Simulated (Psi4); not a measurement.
# [NH2]− (SMILES [NH2-]), run twice

Wanted: a single-point energy of [NH2]−, CISD/cc-pVTZ-DK (DKH3).

The calculation is run with Psi4 1.11.

5 further runs of the same task are left out: 1 that didn't finish, 4 set aside as unsound or not needed.

## (1) The molecule

The species is [NH2]− (3 atoms), meant as a singlet with charge -1. SMILES: `[NH2-]`. The shape is that of a PBE0-D4/def2-TZVPD optimisation.

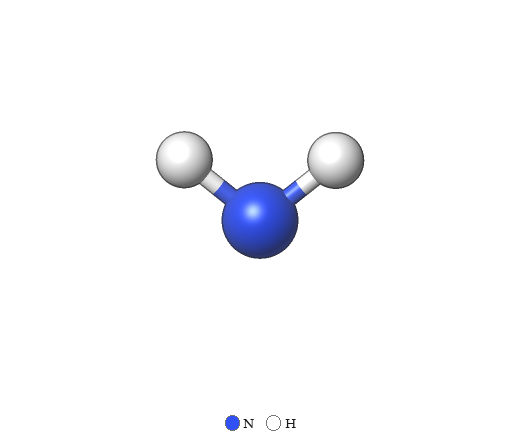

Viewed from a chosen angle; nitrogen blue, hydrogen white.

## (2) Try one

File input.dat:

```
memory 1600 mb

molecule m {
  -1 1
  N      0.64666428    -0.38361440     0.31879680
  H      0.23716063     1.51404857     0.29479728
  H     -0.88382491    -1.13043417    -0.61359407
  units bohr
  no_reorient
  no_com
}

set reference rhf
set scf_type pk
set diis false
set scf_initial_accelerator none
set guess core
set maxiter 100
set relativistic dkh
set dkh_order 3

e_tot, wfn = energy("cisd/cc-pVTZ-DK", return_wfn=True)
```

Launch:

```bash
$ psi4 -n 1 input.dat output.dat
```

output.dat:

```text
Psi4 1.11 release

Relativistic analytic gradients are not implemented yet, re-routing to finite differences.

   => Loading Basis Set <=

    Name: CC-PVTZ-DK
    Role: ORBITAL
    Keyword: BASIS

         ---------------------------------------------------------
                                   SCF
                              RHF Reference
                        1 Threads,   1525 MiB Core
         ---------------------------------------------------------

  ==> Geometry <==

    Molecular point group: c1
    Full point group: C1

    Geometry (in Bohr), charge = -1, multiplicity = 1:

[... 91 lines left out ...]
                        Total Energy        Delta E     RMS |[F,P]|
[... 2 lines left out ...]
   @RHF iter   2:   -48.58497790502824   -7.47516e+00   4.29171e-02
[... 2 lines left out ...]
   @RHF iter  10:   -51.80731132299110    1.07969e+00   3.00193e-02
[... 2 lines left out ...]
   @RHF iter  92:   -51.81563155263913    1.08882e+00   2.99836e-02
[... 2 lines left out ...]
   @RHF iter 100:   -51.81563155263947    1.08882e+00   2.99836e-02
[... 1 line left out ...]
PsiException: Could not converge SCF iterations in 100 iterations.

  Failed to converge.

psi4.driver.p4util.exceptions.SCFConvergenceError: Could not converge SCF iterations in 100 iterations.

Printing out the relevant lines from the Psithon --> Python processed input file:
    core.set_global_option("SCF_INITIAL_ACCELERATOR", "none")
    core.set_global_option("GUESS", "core")
    core.set_global_option("MAXITER", 100)
    core.set_global_option("RELATIVISTIC", "dkh")
    core.set_global_option("DKH_ORDER", 3)
--> e_tot, wfn = energy("cisd/cc-pVTZ-DK", return_wfn=True)

!-------------------------------------------------------!
!                                                       !
!  Could not converge SCF iterations in 100 iterations. !
!                                                       !
!-------------------------------------------------------!

    Psi4 run time: 0:00:00.94
```

Run time: 1.9 s. Hardware: 1 thread of Intel Xeon Platinum 8488C (Sapphire Rapids), shared host; peak memory 0.2 GiB.

## (3) What went wrong

The iterations ended before the threshold was met.

The telling line is `Could not converge SCF iterations in 100 iterations.`. The cause is that the convergence aids are set badly. The sound input differs in these keys, not all of which need be the cause: diis at its default in place of no; scf initial accelerator at its default in place of none; starting guess at its default in place of core.

## (4) Second attempt

File job.in:

```
memory 1600 mb

molecule molecule1 {
  -1 1
  N      0.64666428    -0.38361440     0.31879680
  H      0.23716063     1.51404857     0.29479728
  H     -0.88382491    -1.13043417    -0.61359407
  units au
  no_reorient
  no_com
}

set {
  reference    rhf
  scf_type     pk
  relativistic dkh
  dkh_order    3
}

result, w = energy("cisd/cc-pVTZ-DK", return_wfn=True)
```

Launch:

```bash
$ psi4 -n 1 job.in job.out
```

job.out:

```text
[...]
  Running in c1 symmetry.
[...]
  Nuclear repulsion =    7.542852420928848
[...]
  Multiplicity = 1
[...]
  Nalpha       = 5
  Nbeta        = 5
[...]
    Number of basis functions: 58
[...]
   @RHF iter   1:   -55.35236120372741   -4.79658e-01   1.11899e-02 ADIIS/DIIS
[...]
   @RHF iter  10:   -55.55016259440112   -4.43805e-11   9.28529e-09 DIIS
[...]
    Orbital Energies [Eh]
    ---------------------
    Doubly Occupied:
       1A    -15.162420     2A     -0.713622     3A     -0.242650
       4A     -0.098406     5A     -0.017347
[...]
  @RHF Final Energy:   -55.55016259440112
   => Energetics <=
    Nuclear Repulsion Energy =              7.5428524209288481
    One-Electron Energy =                 -93.7171426527411029
    Two-Electron Energy =                  30.6241276374111351
    Total Energy =                        -55.5501625944011153
[...]
 Multipole Moments:
 ------------------------------------------------------------------------------------
     Multipole            Electronic (a.u.)      Nuclear  (a.u.)        Total (a.u.)
 ------------------------------------------------------------------------------------
 L = 1.  Multiply by 2.5417464519 to convert [e a0] to [Debye]
 Dipole X            :         -4.8334750            3.8799857           -0.9534893
 Dipole Y            :          2.8673333           -2.3016864            0.5656469
 Dipole Z            :         -2.3828363            1.9127808           -0.4700555
 Magnitude           :                                                    1.2041804
[...]
      * SCS-MP2 total energy:                  -55.804745825331
[...]
      * MP2 total energy:                      -55.804996530931
[...]
      * CISD total energy:                     -55.800803287504
[...]
```

Wall time 5.1 s (1 thread of Intel Xeon Platinum 8488C (Sapphire Rapids), shared host); peak memory 0.3 GiB.

## (5) Results

At CISD/cc-pVTZ-DK (DKH3):

| quantity | value |
| --- | --- |
| total energy | -55.80080 Eh |
| HOMO energy (Hartree–Fock orbitals) | -0.47 eV |
| LUMO energy (Hartree–Fock orbitals) | 10.57 eV |
| HOMO–LUMO gap (to an unbound level, set by the basis) | 11.04 eV |
| correlation energy | -250.6 mEh |
